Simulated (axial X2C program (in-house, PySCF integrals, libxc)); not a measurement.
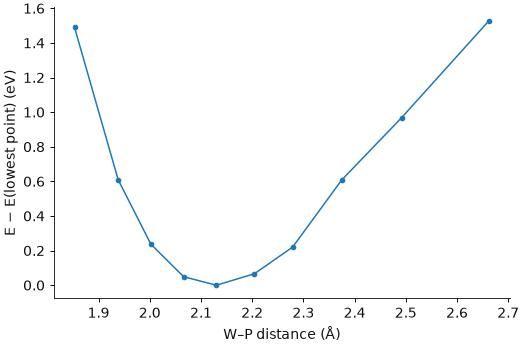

*Energy at 10 bond lengths, for one set of occupations held fixed; the line joins the points.*

The lowest point is at 2.13 Å; the points are too few or too rough near it for spectroscopic constants. The lowest point lies 4.23 eV below W + P⁻.

**WP⁻: relativistic diatomic calculation**

WP⁻, single determinant with Ω = 1. Computed at this level: PBE0, two-component X2C with atomic mean-field Coulomb and Gaunt terms, W dyall-acv3z, P dyall-av3z (cores contracted) (axial X2C program (in-house, PySCF integrals, libxc)).

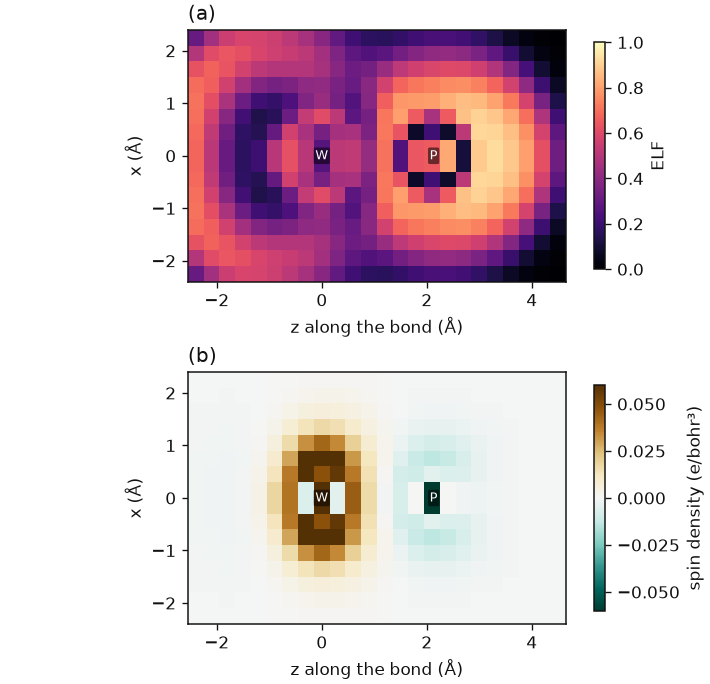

*(a) electron localisation function; (b) spin density, in a plane that holds the axis, at 2.13 Å, on points 0.3 Å apart (one half computed, the other mirrored); the structure near the nuclei is finer than these points.*

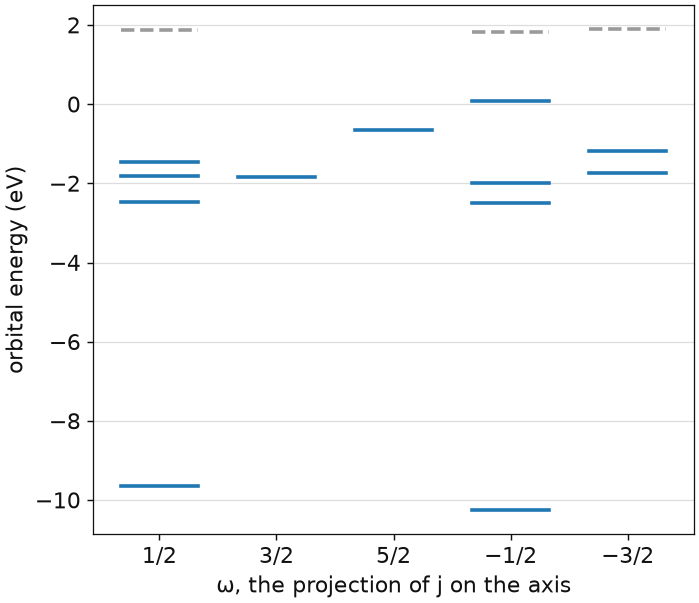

*Orbital energies near the frontier at 2.13 Å, filled (solid) and empty (dashed).*

The highest filled spinor (−1/2; 51 % W s, 17 % W p) lies at 0.08 eV, the lowest empty one (−1/2; 94 % W p, 3 % W s) at 1.81 eV. A filled level above zero is held only by the finite basis .

Input and output of the run follow.

### Input
```
{"zs": [74, 15], "q": -1, "bas": ["dyall-acv3z", "dyall-av3z"], "levels": ["PBE0", "HF", "r2SCAN0"], "cc": true, "r0": 2.22, "thr": -1.0, "nmax": 90, "npts": 10, "nst": 2, "ntry": 6}
```

The line is the task of a batch: nuclear charges, charge, bases, the levels to run, a first guess of the distance and further settings. This report covers PBE0 with spin-orbit coupling. The log is that of the reference distance 2.13 Å, started from orbitals converged before.

Launched within a batch (the task file carries these settings):
```bash
python <driver script> task.json out
```

### Output
```
two-component X2C + atomic mean field  PBE0
basis functions 256  fitting functions 1265  grid points 5081
iter        total energy     max residual
   1     -16484.332665811     6.34e-06
   2     -16484.332665808     1.61e-05
   3     -16484.332665815     2.18e-06
   4     -16484.332665816     2.73e-06
converged
one-electron -23175.27179731  Coulomb 6781.04120643  exact exchange -86.52020316  xc functional -265.29561421  nuclear repulsion 275.76840569  atomic mean-field constant -14.05466325
```

### The points of the curve

| R (Å) | E (hartree) | dipole (D; origin at the first atom, positive when the second is positive) | highest filled (eV) | lowest empty (eV) |
| --- | --- | --- | --- | --- |
| 1.853 | −16484.277919 | −2.86 | 0.27 | 1.82 |
| 1.938 | −16484.310260 | −3.20 | 0.20 | 1.82 |
| 2.002 | −16484.323951 | −3.44 | 0.15 | 1.82 |
| 2.066 | −16484.330857 | −3.66 | 0.11 | 1.81 |
| 2.130 | −16484.332666 | −3.85 | 0.08 | 1.81 |
| 2.204 | −16484.330227 | −4.00 | 0.05 | 1.81 |
| 2.279 | −16484.324559 | −4.10 | 0.04 | 1.81 |
| 2.375 | −16484.310307 | −7.41 | 0.41 | 1.74 |
| 2.492 | −16484.297053 | −7.98 | 0.39 | 1.72 |
| 2.663 | −16484.276490 | −8.72 | 0.39 | 1.68 |

### Key numbers

```tsv
quantity	value
outcome	converged; a filled level lies above zero
hardware	1 thread of Arm Neoverse V1, 112 GiB of memory available, shared host
wall time	27 s
peak memory	0.87 GiB
```

### Remarks

The highest filled level (PBE0, up to 0.41 eV) lies above zero. That is common for anions, where the functional's self-interaction leaves the outer electrons unbound; only the finite basis holds them, so such levels depend on it. Caveats: curve is not smooth near the minimum.
